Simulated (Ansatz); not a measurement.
**GeH3O2F (SMILES [OH][GeH]([OH])[F]): levels of theory compared**

Wanted: a comparison of 6 runs (HF/3-21G, B3LYP/6-31G*, HSE06/def2-SVP, PBE-QIDH/def2-SVP, PBE/def2-SVP, RPA@PBE0/def2-SVP) of GeH3O2F. 

The results are computed with Ansatz 0.2.0.

72 further runs of the same task are left out: 72 set aside as unsound or not needed.

### 1 The structure to begin with

GeH3O2F: 7 atoms, total charge 0, spin state singlet. As SMILES, `[OH][GeH]([OH])[F]`. The Ge2–F4 distance was set to 3.124 Å, away from the relaxed value. At this shape a bond of the SMILES string is far longer than usual.

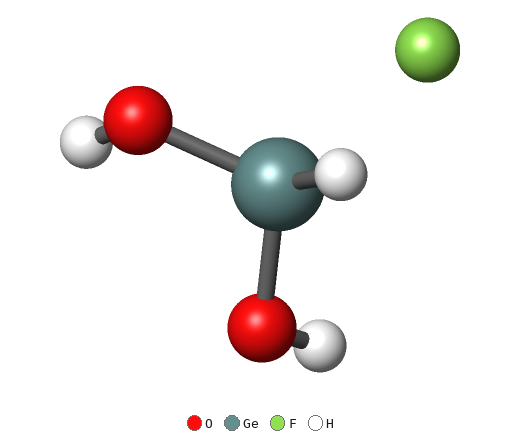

Viewed from a chosen angle; oxygen red, germanium teal, fluorine green, hydrogen white.

### 2 A single-point energy at HF/3-21G (run 1)

in.yaml

```yaml
crystal:
  periodic: [false, false, false]
  atoms:
    - {symbol: O, position_ang: [0.569370, 2.146492, -0.603932]}
    - {symbol: Ge, position_ang: [0.814770, 0.979392, 0.687768]}
    - {symbol: O, position_ang: [2.440470, 0.350192, 0.562968]}
    - {symbol: F, position_ang: [-1.260300, -1.284500, 0.113200]}
    - {symbol: H, position_ang: [-0.286930, 2.047992, -1.028532]}
    - {symbol: H, position_ang: [0.590870, 1.491992, 2.102868]}
    - {symbol: H, position_ang: [2.726670, 0.237492, -0.347732]}
basis:
  gaussian: {orbitals: 3-21G-spherical.json}
accuracy: high
hamiltonian: {xc: hf}
output: {orbitals: {seedname: orbitals}}
```

The basis set 3-21G is read from a file made from the Basis Set Exchange's data (not shown).

Run with:

```
ansatz run in.yaml --threads 1 --pin off --max-ram 3480MiB --events-out events.jsonl --progress --plain --runs-dir runs
```

The program printed:

```text
Warning: RAYON_NUM_THREADS=1 ignored (pool sized by the plan → 1); use --threads N
Functional definition: HF
  name "HF"
  exchange = exact_x
  correlation = 0
981 factors; integrals over basis functions are off by at most 6.5e-9 eV
mean field evaluation 1: about -62981.6671 eV, gradient 5.5e1 eV
mean field evaluation 2: about -62981.8338 eV, gradient 5.5e1 eV
mean field evaluation 4: about -62987.8053 eV, gradient 7.7e0 eV
mean field evaluation 8: about -62988.0031 eV, gradient 1.4e0 eV
mean field evaluation 16: about -62988.0077 eV, gradient 8.5e-7 eV
mean field -62988.00773149 eV, -2314.7665893270 hartree, gradient 2.8e-8 eV, S^2 0.000000; 0 other end points of the search recorded, 0 dependent functions left out
reference -62988.00773149 eV, -2314.7665893270 hartree; 30, 30 occupied and 25, 25 virtual orbitals, 981 factors
Total energy: -62988.00773149 eV, -2314.7665893270 hartree
```

Wall time 0.6 s (1 thread of Arm Neoverse V2, shared host); peak memory 0.12 GiB.

### 3 The energy at B3LYP/6-31G(d) (Cartesian functions) (run 2)

input.yaml

```yaml
crystal:
  periodic: [false, false, false]
  atoms:
    - {symbol: O, position_ang: [0.569370, 2.146492, -0.603932]}
    - {symbol: Ge, position_ang: [0.814770, 0.979392, 0.687768]}
    - {symbol: O, position_ang: [2.440470, 0.350192, 0.562968]}
    - {symbol: F, position_ang: [-1.260300, -1.284500, 0.113200]}
    - {symbol: H, position_ang: [-0.286930, 2.047992, -1.028532]}
    - {symbol: H, position_ang: [0.590870, 1.491992, 2.102868]}
    - {symbol: H, position_ang: [2.726670, 0.237492, -0.347732]}
basis:
  gaussian: {orbitals: "6-31G*"}
hamiltonian: {xc: {name: B3LYP}}
accuracy: high
output: {orbitals: {seedname: orbitals}}
```

Run with:

```
ansatz run input.yaml --threads 1 --pin off --max-ram 3480MiB --events-out events.jsonl --progress --plain --runs-dir runs
```

The program printed:

```text
Warning: RAYON_NUM_THREADS=1 ignored (pool sized by the plan → 1); use --threads N
Functional definition: B3LYP
  name "B3LYP"
  parameter a0 = 0.2
  parameter ax = 0.72
  parameter ac = 0.81
  exchange = (1 - a0 - ax)*slater_x + ax*b88_x + a0*exact_x
  correlation = (1 - ac)*vwn_rpa_c + ac*lyp_c
1658 factors; integrals over basis functions are off by at most 6.6e-9 eV
mean field evaluation 1: about -63355.1446 eV, gradient 8.5e1 eV
mean field evaluation 2: about -63030.0171 eV, gradient 2.0e2 eV
mean field evaluation 4: about -63361.0165 eV, gradient 5.8e1 eV
mean field evaluation 8: about -63367.6877 eV, gradient 2.0e1 eV
mean field evaluation 16: about -63368.6920 eV, gradient 8.0e-3 eV
mean field -63368.69195415 eV, -2328.7564764731 hartree, gradient 8.0e-8 eV, S^2 0.000000; 0 other end points of the search recorded, 0 dependent functions left out
reference -63368.69199351 eV, -2328.7564779195 hartree; 30, 30 occupied and 56, 56 virtual orbitals, 1658 factors
Total energy: -63368.69199351 eV, -2328.7564779195 hartree
```

It took 7.5 s on 1 thread of Arm Neoverse V2, shared host; peak memory 0.27 GiB.

### 4 A single-point energy at HSE06/def2-SVP (run 3)

run.yaml

```yaml
crystal:
  periodic: [false, false, false]
  atoms:
    - {symbol: O, position_ang: [0.569370, 2.146492, -0.603932]}
    - {symbol: Ge, position_ang: [0.814770, 0.979392, 0.687768]}
    - {symbol: O, position_ang: [2.440470, 0.350192, 0.562968]}
    - {symbol: F, position_ang: [-1.260300, -1.284500, 0.113200]}
    - {symbol: H, position_ang: [-0.286930, 2.047992, -1.028532]}
    - {symbol: H, position_ang: [0.590870, 1.491992, 2.102868]}
    - {symbol: H, position_ang: [2.726670, 0.237492, -0.347732]}
basis:
  gaussian:
    orbitals: def2-SVP
hamiltonian:
  xc: {name: HSE06}
accuracy: high
output: {orbitals: {seedname: orbitals}}
```

Run with:

```
ansatz run run.yaml --threads 1 --pin off --max-ram 3480MiB --events-out events.jsonl --progress --plain --runs-dir runs
```

The program printed:

```text
Warning: RAYON_NUM_THREADS=1 ignored (pool sized by the plan → 1); use --threads N
Functional definition: HSE06
  name "HSE06"
  parameter a = 0.25
  parameter omega = 0.11/bohr
  exchange = pbe_x - a*pbe_x_sr(omega) + a*exact_x_sr(omega)
  correlation = pbe_c
1795 factors; integrals over basis functions are off by at most 4.1e-9 eV
91 factors; integrals over basis functions are off by at most 2.1e-9 eV
mean field evaluation 1: about -63336.3595 eV, gradient 8.0e1 eV
mean field evaluation 2: about -63006.1325 eV, gradient 1.9e2 eV
mean field evaluation 4: about -63341.6472 eV, gradient 5.5e1 eV
mean field evaluation 8: about -63347.6577 eV, gradient 2.0e1 eV
mean field evaluation 16: about -63348.7415 eV, gradient 2.1e-2 eV
mean field -63348.74150921 eV, -2328.0233111443 hartree, gradient 5.6e-8 eV, S^2 0.000000; 0 other end points of the search recorded, 0 dependent functions left out
reference -63348.74151226 eV, -2328.0233112562 hartree; 30, 30 occupied and 59, 59 virtual orbitals, 1795 factors
Total energy: -63348.74151226 eV, -2328.0233112562 hartree
```

It took 8.1 s on 1 thread of Arm Neoverse V2, shared host; peak memory 0.3 GiB.

Runs 4 to 5 aren't shown in full; the table further down has their settings and results.

### 5 A single-point energy at RPA@PBE0/def2-SVP (run 6)

job.yaml

```yaml
crystal:
  periodic: [false, false, false]
  atoms:
    - symbol: O
      position_ang: [0.569370, 2.146492, -0.603932]
    - symbol: Ge
      position_ang: [0.814770, 0.979392, 0.687768]
    - symbol: O
      position_ang: [2.440470, 0.350192, 0.562968]
    - symbol: F
      position_ang: [-1.260300, -1.284500, 0.113200]
    - symbol: H
      position_ang: [-0.286930, 2.047992, -1.028532]
    - symbol: H
      position_ang: [0.590870, 1.491992, 2.102868]
    - symbol: H
      position_ang: [2.726670, 0.237492, -0.347732]
basis:
  gaussian: {orbitals: def2-SVP}
total_charge: 0
hamiltonian: {xc: pbe0}
correlation: {method: rpa, frozen_orbitals: {F: 1, Ge: 9, H: 0, O: 1}}
accuracy: high
```

Run with:

```
ansatz run job.yaml --threads 1 --pin off --max-ram 3480MiB --events-out events.jsonl --progress --plain --runs-dir runs
```

The program printed, cut to the lines that bear on the results:

```text
Warning: RAYON_NUM_THREADS=1 ignored (pool sized by the plan → 1); use --threads N
Functional definition: PBE0
  name "PBE0"
[...]
1795 factors; integrals over basis functions are off by at most 4.1e-9 eV
[...]
mean field -63348.97800221 eV, -2328.0320021017 hartree, gradient 3.1e-8 eV, S^2 0.000000; 2 other end points of the search recorded, 0 dependent functions left out; unrestricted orbitals would lower it
unrestricted determinant -63286.82583209 eV, -2325.7479519780 hartree, S^2 0.9261
12 core orbitals not correlated: weight in the atoms' cores, before any rotation towards them, 1.000 or more for the frozen orbitals, at most 0.000 for the correlated occupied ones
reference -63284.25695592 eV, -2325.6535475200 hartree; 18, 18 occupied and 59, 59 virtual orbitals, 1795 factors
Total energy: -63314.36589955 eV, -2326.7600307897 hartree
```

Run time: 19 s. Hardware: 1 thread of Arm Neoverse V2, shared host; peak memory 0.39 GiB.

### 6 The series

```csv
run,level,Cartesian functions,frozen core orbitals,energy (Eh),HOMO energy (eV),LUMO energy (eV),HOMO–LUMO gap (eV),wall time
1,HF/3-21G,no,–,-2314.766589,-9.20,-0.83,8.37,0.6 s
2,B3LYP/6-31G* (Cartesian functions),yes,–,-2328.756478,-6.68,-4.10,2.58,7.5 s
3,HSE06/def2-SVP,no,–,-2328.023311,-6.64,-4.34,2.30,8.1 s
4,PBE-QIDH/def2-SVP,no,12,-2327.592786,-9.03,-2.58,6.46,12 s
5,PBE/def2-SVP,no,–,-2328.000559,-5.02,-4.49,0.53,6 s
6,RPA@PBE0/def2-SVP,no,12,-2326.760031,–,–,–,19 s
```

### 7 Summary of results

| quantity | value |
| --- | --- |
| run 6: total energy | -2326.76003 Eh |
| run 6: RPA correlation energy (valence) | -1106.5 mEh |

Over runs 1, 2, 3, 4, 5 the HOMO–LUMO gap runs from 0.53 eV (PBE/def2-SVP) to 8.37 eV (HF/3-21G). The two ends differ in method and basis. Totals of different functionals can't be ranked against each other. In runs 4, 6 the log says that unrestricted orbitals would lower the reference, so the values rest on an unstable closed-shell determinant (other closed-shell runs at this shape may share the fault). In runs 1, 2, 3, 4, 5, 6 a closed-shell determinant meets a far-stretched bond, which it describes badly. All runs together took 54 s, the longest 19 s.
